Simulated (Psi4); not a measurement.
**Energy and gradient calculation of GeH₃ (charge −1)**

System: GeH₃, charge −1, SMILES [GeH3-].
Method: B3LYP/6-31G*, RKS (Psi4 1.11).

The geometry comes from this level: GFN2-xTB.

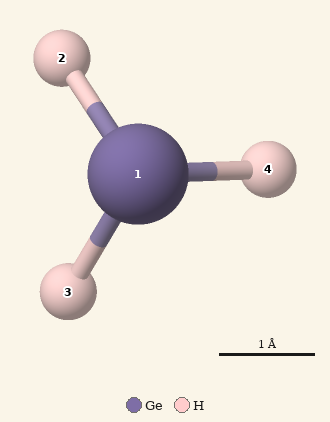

**Figure 1.** The input geometry (ball-and-stick view, seen on its broad side; atoms are numbered from 1 in the order of the input). Sticks mark near contacts. Bond lengths as drawn: Ge–H 1.75 to 1.76 Å.

## Key numbers

- outcome: converged
- total energy: −2078.552640 hartree
- basis functions: 38
- largest force: 2.027 eV/Å
- HOMO: 0.00 eV
- LUMO: 6.26 eV
- hardware: 1 thread of AMD EPYC (Zen 5), 16 GiB of memory available, shared host
- wall time: 3.6 s
- peak memory: 0.43 GiB

## Notes

The record of the run, not the program, notes: unbound anion.

## Input (input.json)
```
{
  "schema_name": "qcschema_input",
  "schema_version": 1,
  "molecule": {
    "schema_name": "qcschema_molecule",
    "schema_version": 2,
    "symbols": ["Ge", "H", "H", "H"],
    "geometry": [0.88613037, -0.5195991, -1.02436384, 1.76696952, 0.29156584, 2.05836528, -1.77796772, -2.06091641, 0.1932245, -0.87513217, 2.28894967, -1.22724484],
    "molecular_charge": -1,
    "molecular_multiplicity": 1,
    "fix_symmetry": "c1"
  },
  "driver": "gradient",
  "model": {
    "method": "b3lyp",
    "basis": "6-31G*"
  },
  "keywords": {
    "puream": true,
    "e_convergence": 1e-09,
    "d_convergence": 1e-08,
    "scf_type": "pk",
    "dft_radial_points": 99,
    "dft_spherical_points": 590,
    "scf_properties": ["LOWDIN_CHARGES", "QUADRUPOLE", "MULLIKEN_CHARGES"]
  }
}
```

Launch command:
```bash
psi4 --qcschema input.json -n 1 --memory 1600MB
```

## The program's output
```
Psi4 1.11 release

gradient() will perform analytic gradient computation.

   => Loading Basis Set <=

    Name: 6-31G*
    Role: ORBITAL
    Keyword: BASIS

         ---------------------------------------------------------
                                   SCF
                              RKS Reference
                        1 Threads,   1525 MiB Core
         ---------------------------------------------------------

  ==> Geometry <==

    Molecular point group: c1
    Full point group: C1

    Geometry (in Bohr), charge = -1, multiplicity = 1:

       Center              X                  Y                   Z               Mass
    ------------   -----------------  -----------------  -----------------  -----------------
         GE           0.046426325185    -0.027222943259    -0.053668434115    73.921177761000
         H            0.927265475185     0.783941996741     3.029060685885     1.007825032230
         H           -2.617671764815    -1.568540253259     1.163919905885     1.007825032230
         H           -1.714836214815     2.781325826741    -0.256549434115     1.007825032230

  Running in c1 symmetry.

  Rotational constants: A =      2.76918  B =      2.75466  C =      2.75122 [cm^-1]
  Rotational constants: A =  83018.05802  B =  82582.66176  C =  82479.63501 [MHz]
  Nuclear repulsion =   29.622714510037948

  Charge       = -1
  Multiplicity = 1
  Electrons    = 36
  Nalpha       = 18
  Nbeta        = 18

  ==> Algorithm <==

  SCF Algorithm Type is PK.
  DIIS enabled.
  MOM disabled.
  Fractional occupation disabled.
  Guess Type is SAD.
  Energy threshold   = 1.00e-09
  Density threshold  = 1.00e-08
  Integral threshold = 1.00e-12

  ==> Primary Basis <==

  Basis Set: 6-31G*
    Blend: 6-31G*
    Number of shells: 18
    Number of basis functions: 38
    Number of Cartesian functions: 41
    Spherical Harmonics?: true
    Max angular momentum: 2

  ==> DFT Potential <==

   => LibXC <=

    Version 7.1.2

   => Composite Functional: B3LYP <=

    B3LYP Hyb-GGA Exchange-Correlation Functional

    Deriv               =              1
    GGA                 =           TRUE
    Meta                =          FALSE

    Exchange Hybrid     =           TRUE
    MP2 Hybrid          =          FALSE

   => Exchange Functionals <=

    0.0800   Slater exchange
    0.7200         Becke 88

   => Exact (HF) Exchange <=

    0.2000               HF

   => Correlation Functionals <=

    0.1900   Vosko, Wilk & Nusair (VWN5_RPA)
    0.8100   Lee, Yang & Parr

   => LibXC Density Thresholds  <==

    XC_HYB_GGA_XC_B3LYP:  1.00E-15

   => Molecular Quadrature <=

    Radial Scheme          =       TREUTLER
    Pruning Scheme         =           NONE
    Nuclear Scheme         =       TREUTLER

    Blocking Scheme        =         OCTREE
    BS radius alpha        =              1
    Pruning alpha          =              1
    Radial Points          =             99
    Spherical Points       =            590
    Total Points           =         224338
    Total Blocks           =           1684
    Max Points             =            256
    Max Functions          =             38
    Weights Tolerance      =       1.00E-15

  ==> Integral Setup <==

  Using in-core PK algorithm.
   Calculation information:
      Number of atoms:                   4
      Number of AO shells:              18
      Number of primitives:             55
      Number of atomic orbitals:        41
      Number of basis functions:        38

      Integral cutoff                 1.00e-12
      Number of threads:                 1

  Performing in-core PK
  Using 549822 doubles for integral storage.
  We computed 14706 shell quartets total.
  Whereas there are 14706 unique shell quartets.

  ==> DiskJK: Disk-Based J/K Matrices <==

    J tasked:                  Yes
    K tasked:                  Yes
    wK tasked:                  No
    Memory [MiB]:              948
    Schwarz Cutoff:          1E-12

  Cached 100.0% of DFT collocation blocks in 0.192 [GiB].

  Minimum eigenvalue in the overlap matrix is 3.2436424626E-02.
  Reciprocal condition number of the overlap matrix is 9.5947850679E-03.
    Using symmetric orthogonalization.

  ==> Pre-Iterations <==

  SCF Guess: Superposition of Atomic Densities via on-the-fly atomic UHF (no occupation information).

   -------------------------
    Irrep   Nso     Nmo
   -------------------------
     A         38      38
   -------------------------
    Total      38      38
   -------------------------

  ==> Iterations <==

                        Total Energy        Delta E     RMS |[F,P]|

   @RKS iter SAD: -2074.82495215143626   -2.07482e+03   0.00000e+00
   @RKS iter   1: -2076.76499266374412   -1.94004e+00   7.20023e-02 ADIIS/DIIS
   @RKS iter   2: -2066.21152491693147    1.05535e+01   2.10765e-01 ADIIS
   @RKS iter   3: -2078.02584131996218   -1.18143e+01   4.35641e-02 ADIIS/DIIS
   @RKS iter   4: -2078.54058318147145   -5.14742e-01   6.49485e-03 ADIIS/DIIS
   @RKS iter   5: -2078.55231359713071   -1.17304e-02   5.38380e-04 ADIIS/DIIS
   @RKS iter   6: -2078.55262986149000   -3.16264e-04   1.06933e-04 ADIIS/DIIS
   @RKS iter   7: -2078.55263974814534   -9.88666e-06   1.87639e-05 DIIS
   @RKS iter   8: -2078.55263990405456   -1.55909e-07   1.03073e-06 DIIS
   @RKS iter   9: -2078.55263990448293   -4.28372e-10   1.11346e-07 DIIS
   @RKS iter  10: -2078.55263990450021   -1.72804e-11   3.09735e-08 DIIS
   @RKS iter  11: -2078.55263990450112   -9.09495e-13   3.12265e-09 DIIS
  Energy and wave function converged.

  ==> Post-Iterations <==

   Electrons on quadrature grid:
      Ntotal   =   35.9999998515 ; deviation = -1.485e-07

    Orbital Energies [Eh]
    ---------------------

    Doubly Occupied:

       1A   -398.474472     2A    -49.550666     3A    -44.074573
       4A    -44.074563     5A    -44.073684     6A     -5.977467
       7A     -4.148294     8A     -4.148275     9A     -4.144865
      10A     -0.950690    11A     -0.950689    12A     -0.948023
      13A     -0.948015    14A     -0.946340    15A     -0.266774
      16A     -0.064448    17A     -0.064243    18A      0.000083

    Virtual:

      19A      0.230084    20A      0.230281    21A      0.275635
      22A      0.365070    23A      0.384769    24A      0.384902
      25A      0.445775    26A      0.698770    27A      0.698921
      28A      0.703614    29A      0.810967    30A      0.811237
      31A      1.213644    32A      1.215100    33A      1.234471
      34A      3.537865    35A      3.537871    36A      3.542408
      37A      3.659072    38A      3.659557

    Final Occupation by Irrep:
              A
    DOCC [    18 ]
    NA   [    18 ]
    NB   [    18 ]

  @RKS Final Energy: -2078.55263990450112

   => Energetics <=

    Nuclear Repulsion Energy =             29.6227145100379481
    One-Electron Energy =               -2963.3651483481025934
    Two-Electron Energy =                 919.7526834184720883
    DFT Exchange-Correlation Energy =     -64.5628894849084389
    Empirical Dispersion Energy =           0.0000000000000000
    VV10 Nonlocal Energy =                  0.0000000000000000
    Total Energy =                      -2078.5526399045011203

Computation Completed

Properties will be evaluated at   0.000000,   0.000000,   0.000000 [a0]

Properties computed using the SCF density matrix

 Multipole Moments:

 ------------------------------------------------------------------------------------
     Multipole            Electronic (a.u.)      Nuclear  (a.u.)        Total (a.u.)
 ------------------------------------------------------------------------------------

 L = 1.  Multiply by 2.5417464519 to convert [e a0] to [Debye]
 Dipole X            :          2.2398418           -1.9196001            0.3202417
 Dipole Y            :         -1.3165298            1.1255934           -0.1909364
 Dipole Z            :         -2.5810800            2.2190413           -0.3620387
 Magnitude           :                                                    0.5196956

 L = 2.  Multiply by 1.3450342976 to convert [e a0^2] to [Debye ang]
 Quadrupole XX       :        -31.6514456           10.7216629          -20.9297827
 Quadrupole XY       :          0.4729520            0.0228841            0.4958360
 Quadrupole XZ       :          0.8323393            0.1221913            0.9545306
 Quadrupole YY       :        -31.2390699           10.8343718          -20.4046981
 Quadrupole YZ       :         -0.4344749           -0.1178425           -0.5523174
 Quadrupole ZZ       :        -31.8914874           10.6879054          -21.2035820
 Traceless XX        :         -0.0574446           -0.0263171           -0.0837618
 Traceless YY        :          0.3549311            0.0863917            0.4413228
 Traceless ZZ        :         -0.2974865           -0.0600746           -0.3575611

 ------------------------------------------------------------------------------------
  Mulliken Charges: (a.u.)
   Center  Symbol    Alpha    Beta     Spin     Total
       1    GE    16.30786 16.30786  0.00000 -0.61572
       2     H     0.56354  0.56354  0.00000 -0.12708
       3     H     0.56375  0.56375  0.00000 -0.12750
       4     H     0.56485  0.56485  0.00000 -0.12970

   Total alpha = 18.00000, Total beta = 18.00000, Total charge = -1.00000

  Lowdin Charges: (a.u.)
   Center  Symbol    Alpha    Beta     Spin     Total
       1    GE    16.38715 16.38715  0.00000 -0.77430
       2     H     0.53729  0.53729  0.00000 -0.07459
       3     H     0.53744  0.53744  0.00000 -0.07488
       4     H     0.53811  0.53811  0.00000 -0.07622

  Total alpha = 18.00000, Total beta = 18.00000, Total charge = -1.00000

	total time  =          2 seconds =       0.03 minutes

         ------------------------------------------------------------
                                   SCF GRAD
         ------------------------------------------------------------

  ==> Geometry <==

    Molecular point group: c1
    Full point group: C1

    Geometry (in Bohr), charge = -1, multiplicity = 1:

       Center              X                  Y                   Z               Mass
    ------------   -----------------  -----------------  -----------------  -----------------
         GE           0.046426325185    -0.027222943259    -0.053668434115    73.921177761000
         H            0.927265475185     0.783941996741     3.029060685885     1.007825032230
         H           -2.617671764815    -1.568540253259     1.163919905885     1.007825032230
         H           -1.714836214815     2.781325826741    -0.256549434115     1.007825032230

  Nuclear repulsion =   29.622714510037948

  ==> Basis Set <==

  Basis Set: 6-31G*
    Blend: 6-31G*
    Number of shells: 18
    Number of basis functions: 38
    Number of Cartesian functions: 41
    Spherical Harmonics?: true
    Max angular momentum: 2

  ==> DirectJKGrad: Integral-Direct SCF Gradients <==

    Gradient:                    1
    J tasked:                  Yes
    K tasked:                  Yes
    wK tasked:                  No
    Integrals threads:           1
    Schwarz Cutoff:          1E-12

  ==> DFT Potential <==

   => LibXC <=

    Version 7.1.2

   => Composite Functional: B3LYP <=

    B3LYP Hyb-GGA Exchange-Correlation Functional

    Deriv               =              1
    GGA                 =           TRUE
    Meta                =          FALSE

    Exchange Hybrid     =           TRUE
    MP2 Hybrid          =          FALSE

   => Exchange Functionals <=

    0.0800   Slater exchange
    0.7200         Becke 88

   => Exact (HF) Exchange <=

    0.2000               HF

   => Correlation Functionals <=

    0.1900   Vosko, Wilk & Nusair (VWN5_RPA)
    0.8100   Lee, Yang & Parr

   => LibXC Density Thresholds  <==

    XC_HYB_GGA_XC_B3LYP:  1.00E-15

   => Molecular Quadrature <=

    Radial Scheme          =       TREUTLER
    Pruning Scheme         =           NONE
    Nuclear Scheme         =       TREUTLER

    Blocking Scheme        =         OCTREE
    BS radius alpha        =              1
    Pruning alpha          =              1
    Radial Points          =             99
    Spherical Points       =            590
    Total Points           =         224338
    Total Blocks           =           1684
    Max Points             =            256
    Max Functions          =             38
    Weights Tolerance      =       1.00E-15

  -Total Gradient:
     Atom            X                  Y                   Z
    ------   -----------------  -----------------  -----------------
       1        0.024284064466    -0.014390325043    -0.027510017070
       2        0.003628562080     0.005169881609     0.018842595802
       3       -0.016317723910    -0.007991397454     0.008485646485
       4       -0.011595019579     0.017211753995     0.000181761216

	total time  =          1 seconds =       0.02 minutes

    Psi4 run time: 0:00:02.95
```

## File result.json
```
{
 "driver": "gradient",
 "model": {
  "method": "b3lyp",
  "basis": "6-31G*"
 },
 "success": true,
 "return_result": [0.024284064466115432, -0.014390325042557113, -0.027510017069735188, 0.0036285620797417793, 0.005169881608633332, 0.018842595802401232, -0.016317723910447668, -0.007991397454353903, 0.008485646484910202, -0.011595019578826152, 0.017211753995195922, 0.0001817612158158241],
 "properties": {
  "calcinfo_nbasis": 38,
  "calcinfo_nmo": 38,
  "calcinfo_nalpha": 18,
  "calcinfo_nbeta": 18,
  "calcinfo_natom": 4,
  "nuclear_repulsion_energy": 29.622714510037948,
  "return_energy": -2078.552639904501,
  "return_gradient": [0.024284064466115432, -0.014390325042557113, -0.027510017069735188, 0.0036285620797417793, 0.005169881608633332, 0.018842595802401232, -0.016317723910447668, -0.007991397454353903, 0.008485646484910202, -0.011595019578826152, 0.017211753995195922, 0.0001817612158158241],
  "scf_one_electron_energy": -2963.3651483481026,
  "scf_two_electron_energy": 919.7526834184721,
  "scf_xc_energy": -64.56288948490844,
  "scf_dipole_moment": [0.3202417243849396, -0.19093644134466525, -0.36203869968451574],
  "scf_total_energy": -2078.552639904501,
  "scf_total_gradient": [0.024284064466115432, -0.014390325042557113, -0.027510017069735188, 0.0036285620797417793, 0.005169881608633332, 0.018842595802401232, -0.016317723910447668, -0.007991397454353903, 0.008485646484910202, -0.011595019578826152, 0.017211753995195922, 0.0001817612158158241],
  "scf_iterations": 11
 }
}
```

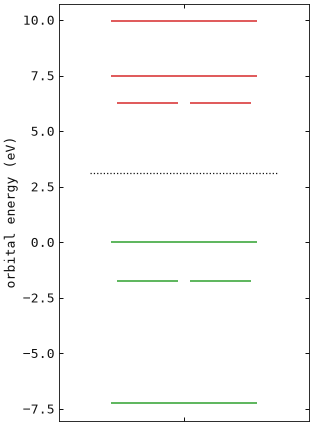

**Figure 2.** Orbital energies near the frontier; the dotted line parts filled from empty levels, and levels within 0.02 eV of each other stand side by side. Highest filled 0.00 eV, lowest empty 6.26 eV, 6.26 eV apart.

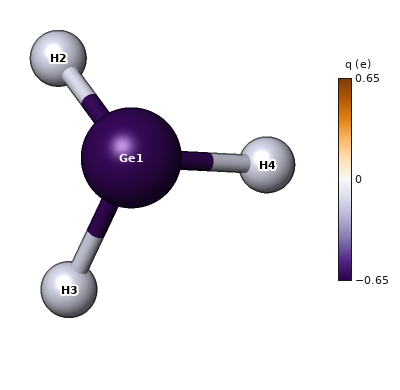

**Figure 3.** Mulliken charges, as the colour of each atom (ball-and-stick view, seen at a tilt; atoms are numbered from 1 in the order of the input). By element: Ge −0.62 and H −0.13 e.
